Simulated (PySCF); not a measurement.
# Run report: CH3F3Zr, geometry relaxation

The run: geometry relaxation of CH3F3Zr. Method and program: PBE0-D3(BJ)/def2-SVP geometry optimisation, gas phase (PySCF 2.14.0).

It belongs to a series of runs on one base structure; here: one ligand: F to Me.

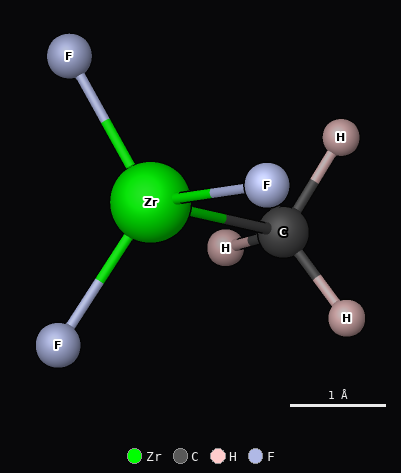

Fig. 1: The structure as given in the input (ball-and-stick view, seen at a tilt). Sticks mark near contacts. Bond lengths as drawn: C–H 1.11 to 1.18 Å, C–Zr 2.19 Å and F–Zr 1.79 to 1.93 Å.

### The input
```
{"job": {"xc": "PBE0", "basis": "def2-SVP", "d3": "d3bj", "grid": 1, "maxiter": 30, "shake": 0.03, "kind": "geom"}, "charge": 0, "multiplicity": 1}
Zr     0.060160    -0.074500    -1.073950
C     -0.015580    -0.015940     1.111780
H     -1.090860     0.054630     1.483980
H      0.673530     0.865190     1.499130
H      0.453440    -0.949260     1.474630
F      1.791750     0.000910    -1.529370
F     -0.861200     1.568890    -1.513600
F     -0.873020    -1.535590    -1.536320
```

The first line tells a small driver script what to run in PySCF; the rest is the geometry in Å.

Command:
```bash
OMP_NUM_THREADS=1 python <driver script> task.json out
```

### What the program printed
```
step   0  E = -386.12010233  max force = 0.082264
step   1  E = -386.13881223  max force = 0.025134
step   2  E = -386.14153431  max force = 0.007356
step   3  E = -386.14185008  max force = 0.006207
step   4  E = -386.14192153  max force = 0.001494
step   5  E = -386.14194595  max force = 0.000841
step   6  E = -386.14194959  max force = 0.001725
step   7  E = -386.14196177  max force = 0.001222
step   8  E = -386.14198920  max force = 0.000463
step   9  E = -386.14203984  max force = 0.001003
step  10  E = -386.14208596  max force = 0.001430
step  11  E = -386.14213520  max force = 0.001430
step  12  E = -386.14220070  max force = 0.001937
step  13  E = -386.14228522  max force = 0.001776
step  14  E = -386.14234852  max force = 0.002475
step  15  E = -386.14241548  max force = 0.000553
step  16  E = -386.14242417  max force = 0.000290
optimisation converged
```

### Trajectory as extended XYZ (Å, eV, eV/Å), 17 frames, from step=0 to step=16
```
8
Properties=species:S:1:pos:R:3:forces:R:3 step=0 energy=-10506.86315
Zr    0.0602   -0.0745   -1.0739   -2.5363   4.2302   1.9515
C    -0.0156   -0.0159    1.1118    0.5963   1.1993   0.8398
H    -1.0909    0.0546    1.4840    1.2183   0.0710  -0.1778
H     0.6735    0.8652    1.4991   -1.5034  -1.4581  -0.5591
H     0.4534   -0.9493    1.4746   -0.1485  -0.0244   0.2123
F     1.7917    0.0009   -1.5294    4.0738  -0.0589  -1.1042
F    -0.8612    1.5689   -1.5136    0.2701  -0.5364  -0.0147
F    -0.8730   -1.5356   -1.5363   -1.9702  -3.4226  -1.1479
8
Properties=species:S:1:pos:R:3:forces:R:3 step=1 energy=-10507.37228
Zr    0.0272   -0.0156   -1.0761    0.4409  -0.8076  -0.3231
C    -0.0042   -0.0097    1.1437    0.2822  -0.2897  -0.5272
H    -1.0254    0.0710    1.5399   -0.1181   0.0485   0.0809
H     0.6104    0.8175    1.5243    0.0017   0.2300   0.0808
H     0.4531   -0.9423    1.5251   -0.0954  -0.0103  -0.0227
F     1.9115    0.0189   -1.5933   -1.2924  -0.0676   0.3373
F    -0.8750    1.5913   -1.5427    0.0946  -0.1817   0.0286
F    -0.9593   -1.6167   -1.6044    0.6866   1.0785   0.3454
8
Properties=species:S:1:pos:R:3:forces:R:3 step=2 energy=-10507.44635
Zr    0.0231   -0.0168   -1.0621    0.2071  -0.3782  -0.1939
C     0.0069   -0.0136    1.1258    0.1838  -0.1138  -0.0076
H    -1.0156    0.0707    1.5271   -0.0335   0.0239   0.0482
H     0.6157    0.8234    1.5082   -0.0432   0.0636   0.0434
H     0.4577   -0.9485    1.5065   -0.0496  -0.0003   0.0207
F     1.8681    0.0061   -1.5803   -0.3562  -0.0497   0.0853
F    -0.8735    1.5806   -1.5313   -0.1047   0.1779  -0.0770
F    -0.9441   -1.5877   -1.5776    0.1963   0.2767   0.0808
8
Properties=species:S:1:pos:R:3:forces:R:3 step=3 energy=-10507.45494
Zr    0.0171   -0.0164   -1.0688   -0.1904   0.3192   0.1170
C     0.0201   -0.0179    1.1318    0.0843  -0.0264  -0.0581
H    -1.0018    0.0691    1.5407    0.0091   0.0038  -0.0045
H     0.6218    0.8246    1.5185   -0.0326  -0.0095   0.0040
H     0.4654   -0.9534    1.5157   -0.0130   0.0029   0.0183
F     1.8403   -0.0104   -1.5951    0.1071  -0.0424  -0.0501
F    -0.8846    1.5925   -1.5501    0.0742  -0.1339   0.0190
F    -0.9399   -1.5738   -1.5764   -0.0388  -0.1137  -0.0456
8
Properties=species:S:1:pos:R:3:forces:R:3 step=4 energy=-10507.45688
Zr    0.0103   -0.0107   -1.0663   -0.0545   0.0768   0.0678
C     0.0265   -0.0188    1.1316    0.0487  -0.0268  -0.0225
H    -0.9941    0.0683    1.5433   -0.0044   0.0003  -0.0012
H     0.6257    0.8238    1.5198   -0.0050   0.0075   0.0119
H     0.4708   -0.9547    1.5154   -0.0049   0.0035   0.0101
F     1.8328   -0.0150   -1.6038    0.0398  -0.0256  -0.0310
F    -0.8872    1.5927   -1.5493   -0.0063   0.0128  -0.0140
F    -0.9466   -1.5713   -1.5744   -0.0135  -0.0485  -0.0210
8
Properties=species:S:1:pos:R:3:forces:R:3 step=5 energy=-10507.45755
Zr   -0.0014   -0.0036   -1.0631    0.0166  -0.0432  -0.0159
C     0.0397   -0.0210    1.1328    0.0088   0.0049   0.0215
H    -0.9795    0.0654    1.5497   -0.0031  -0.0049  -0.0038
H     0.6365    0.8224    1.5234    0.0065  -0.0030   0.0038
H     0.4834   -0.9574    1.5153    0.0074   0.0004   0.0003
F     1.8158   -0.0242   -1.6245   -0.0247  -0.0034  -0.0088
F    -0.8971    1.5995   -1.5481   -0.0181   0.0358  -0.0044
F    -0.9593   -1.5667   -1.5693    0.0068   0.0134   0.0072
8
Properties=species:S:1:pos:R:3:forces:R:3 step=6 energy=-10507.45765
Zr   -0.0163    0.0033   -1.0615    0.0453  -0.0887  -0.0318
C     0.0576   -0.0240    1.1349   -0.0240   0.0210   0.0249
H    -0.9592    0.0603    1.5595    0.0029  -0.0089  -0.0061
H     0.6535    0.8193    1.5269    0.0178  -0.0041  -0.0029
H     0.5030   -0.9610    1.5134    0.0151  -0.0025  -0.0101
F     1.7900   -0.0320   -1.6558   -0.0350   0.0164  -0.0006
F    -0.9123    1.6083   -1.5406   -0.0218   0.0391   0.0080
F    -0.9780   -1.5598   -1.5606   -0.0003   0.0277   0.0186
8
Properties=species:S:1:pos:R:3:forces:R:3 step=7 energy=-10507.45798
Zr   -0.0256    0.0063   -1.0607    0.0318  -0.0628  -0.0374
C     0.0693   -0.0262    1.1355   -0.0233   0.0228   0.0181
H    -0.9457    0.0561    1.5651    0.0083  -0.0087  -0.0039
H     0.6667    0.8163    1.5271    0.0152  -0.0045  -0.0072
H     0.5172   -0.9638    1.5094    0.0146  -0.0045  -0.0131
F     1.7725   -0.0323   -1.6778   -0.0293   0.0210   0.0025
F    -0.9247    1.6140   -1.5295   -0.0105   0.0116   0.0206
F    -0.9915   -1.5561   -1.5527   -0.0068   0.0252   0.0204
8
Properties=species:S:1:pos:R:3:forces:R:3 step=8 energy=-10507.45873
Zr   -0.0310    0.0062   -1.0609    0.0010  -0.0072  -0.0148
C     0.0761   -0.0278    1.1340   -0.0076   0.0140   0.0154
H    -0.9367    0.0523    1.5688    0.0097  -0.0065  -0.0012
H     0.6759    0.8143    1.5228    0.0105  -0.0049  -0.0066
H     0.5275   -0.9659    1.5027    0.0125  -0.0029  -0.0094
F     1.7622   -0.0265   -1.6889    0.0079   0.0132  -0.0112
F    -0.9345    1.6158   -1.5158   -0.0103   0.0035   0.0201
F    -1.0012   -1.5541   -1.5462   -0.0238  -0.0092   0.0077
8
Properties=species:S:1:pos:R:3:forces:R:3 step=9 energy=-10507.46011
Zr   -0.0410    0.0061   -1.0618   -0.0322   0.0516   0.0131
C     0.0888   -0.0306    1.1311    0.0201  -0.0023   0.0003
H    -0.9200    0.0459    1.5748    0.0091  -0.0032   0.0045
H     0.6927    0.8110    1.5142    0.0045  -0.0035  -0.0050
H     0.5465   -0.9696    1.4900    0.0085   0.0009  -0.0031
F     1.7444   -0.0159   -1.7100    0.0320   0.0009  -0.0217
F    -0.9530    1.6192   -1.4884   -0.0099  -0.0118   0.0162
F    -1.0203   -1.5519   -1.5334   -0.0319  -0.0326  -0.0042
8
Properties=species:S:1:pos:R:3:forces:R:3 step=10 energy=-10507.46136
Zr   -0.0507    0.0063   -1.0628   -0.0446   0.0735   0.0307
C     0.1009   -0.0329    1.1278    0.0393  -0.0149  -0.0121
H    -0.9042    0.0410    1.5796    0.0075  -0.0005   0.0098
H     0.7082    0.8087    1.5054    0.0011  -0.0004  -0.0028
H     0.5639   -0.9723    1.4784    0.0054   0.0038   0.0024
F     1.7284   -0.0072   -1.7290    0.0339  -0.0077  -0.0248
F    -0.9703    1.6217   -1.4625   -0.0131  -0.0179   0.0067
F    -1.0380   -1.5509   -1.5207   -0.0295  -0.0359  -0.0099
8
Properties=species:S:1:pos:R:3:forces:R:3 step=11 energy=-10507.46270
Zr   -0.0626    0.0065   -1.0637   -0.0425   0.0735   0.0438
C     0.1155   -0.0346    1.1240    0.0494  -0.0242  -0.0239
H    -0.8852    0.0366    1.5856    0.0065   0.0019   0.0146
H     0.7261    0.8073    1.4948   -0.0009   0.0040  -0.0002
H     0.5844   -0.9742    1.4665    0.0031   0.0055   0.0073
F     1.7097    0.0007   -1.7503    0.0191  -0.0134  -0.0225
F    -0.9914    1.6229   -1.4353   -0.0156  -0.0214  -0.0079
F    -1.0582   -1.5509   -1.5052   -0.0191  -0.0259  -0.0112
8
Properties=species:S:1:pos:R:3:forces:R:3 step=12 energy=-10507.46448
Zr   -0.0834    0.0064   -1.0635   -0.0554   0.0996   0.0711
C     0.1402   -0.0362    1.1191    0.0541  -0.0316  -0.0303
H    -0.8522    0.0305    1.5988    0.0071   0.0057   0.0203
H     0.7559    0.8070    1.4781   -0.0065   0.0076   0.0036
H     0.6189   -0.9751    1.4492    0.0002   0.0067   0.0134
F     1.6749    0.0110   -1.7849    0.0330  -0.0206  -0.0309
F    -1.0270    1.6216   -1.4010   -0.0125  -0.0276  -0.0292
F    -1.0891   -1.5510   -1.4795   -0.0200  -0.0399  -0.0179
8
Properties=species:S:1:pos:R:3:forces:R:3 step=13 energy=-10507.46678
Zr   -0.1197    0.0036   -1.0619   -0.0271   0.0610   0.0913
C     0.1817   -0.0329    1.1122    0.0418  -0.0369  -0.0516
H    -0.7949    0.0275    1.6236    0.0042   0.0080   0.0277
H     0.8042    0.8142    1.4488   -0.0100   0.0130   0.0107
H     0.6770   -0.9690    1.4254   -0.0035   0.0064   0.0185
F     1.6159    0.0196   -1.8418   -0.0174  -0.0252  -0.0142
F    -1.0878    1.6107   -1.3614   -0.0064  -0.0195  -0.0605
F    -1.1383   -1.5593   -1.4286    0.0184  -0.0067  -0.0219
8
Properties=species:S:1:pos:R:3:forces:R:3 step=14 energy=-10507.46850
Zr   -0.1358    0.0022   -1.0572   -0.0679   0.1273   0.1047
C     0.1988   -0.0300    1.1130    0.0338  -0.0301  -0.0396
H    -0.7685    0.0256    1.6429    0.0082   0.0106   0.0201
H     0.8241    0.8189    1.4404   -0.0150   0.0093   0.0077
H     0.7029   -0.9640    1.4187   -0.0029   0.0059   0.0126
F     1.5837    0.0209   -1.8650    0.0532  -0.0276  -0.0373
F    -1.1139    1.6023   -1.3663    0.0043  -0.0302  -0.0337
F    -1.1530   -1.5616   -1.4103   -0.0136  -0.0653  -0.0345
8
Properties=species:S:1:pos:R:3:forces:R:3 step=15 energy=-10507.47033
Zr   -0.1583   -0.0020   -1.0500   -0.0043  -0.0065   0.0143
C     0.2203   -0.0191    1.1143    0.0009  -0.0095  -0.0185
H    -0.7335    0.0328    1.6690    0.0036   0.0053   0.0062
H     0.8454    0.8356    1.4266   -0.0030   0.0088  -0.0006
H     0.7371   -0.9477    1.4157    0.0020   0.0035  -0.0022
F     1.5479    0.0121   -1.8914   -0.0203  -0.0201   0.0109
F    -1.1528    1.5810   -1.3857   -0.0074   0.0091   0.0071
F    -1.1678   -1.5782   -1.3822    0.0284   0.0094  -0.0171
8
Properties=species:S:1:pos:R:3:forces:R:3 step=16 energy=-10507.47056
Zr   -0.1627   -0.0027   -1.0474   -0.0149   0.0127  -0.0100
C     0.2229   -0.0178    1.1143   -0.0010  -0.0026   0.0072
H    -0.7275    0.0331    1.6749    0.0028   0.0014   0.0024
H     0.8471    0.8390    1.4232   -0.0009   0.0035  -0.0051
H     0.7435   -0.9447    1.4142    0.0040   0.0026  -0.0014
F     1.5408    0.0094   -1.8919    0.0029  -0.0140   0.0022
F    -1.1600    1.5786   -1.3859   -0.0020   0.0040   0.0123
F    -1.1660   -1.5807   -1.3850    0.0092  -0.0075  -0.0077
```

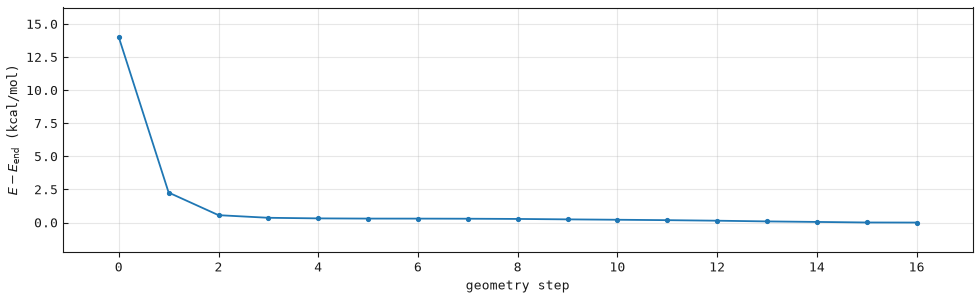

Fig. 2: Progress of the relaxation, step by step (steps are counted from 0).

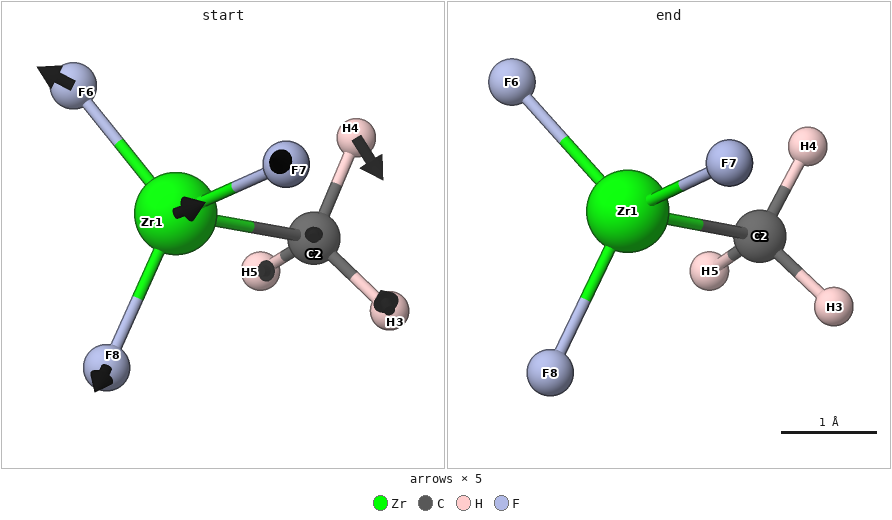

Fig. 3: Before (left) and after (right) the relaxation, at one scale (ball-and-stick view, seen at a tilt). The black arrows give the displacements, magnified 5 times. After 16 geometry steps the energy has fallen by 14.0 kcal/mol. The largest force component goes from 4.2 to 0.015 eV/Å. The atom that moves furthest after the best rigid fit is H4 (0.11 Å). Largest moves by element: H 0.11 Å, F 0.09 Å, Zr 0.08 Å, C 0.04 Å. Distances before and after: Zr1–F6 1.792 → 1.901 Å, C2–H4 1.184 → 1.104 Å, C2–H3 1.140 → 1.105 Å, Zr1–F7 1.935 → 1.900 Å. Among the angles that change: H3–C2–H4 113.3° → 108.0°, C2–Zr1–F7 100.8° → 105.9°, F6–Zr1–F8 118.1° → 113.5°. (Atoms are counted from 1 in the order of the input.)

### Key numbers

| quantity | value |
| --- | --- |
| outcome | converged |
| total energy | −386.142424 hartree |
| dipole moment | 1.05 D |
| point group | C3 |
| hardware | 1 CPU thread, shared host |
| wall time | 72 s |
| peak memory | 0.39 GiB |
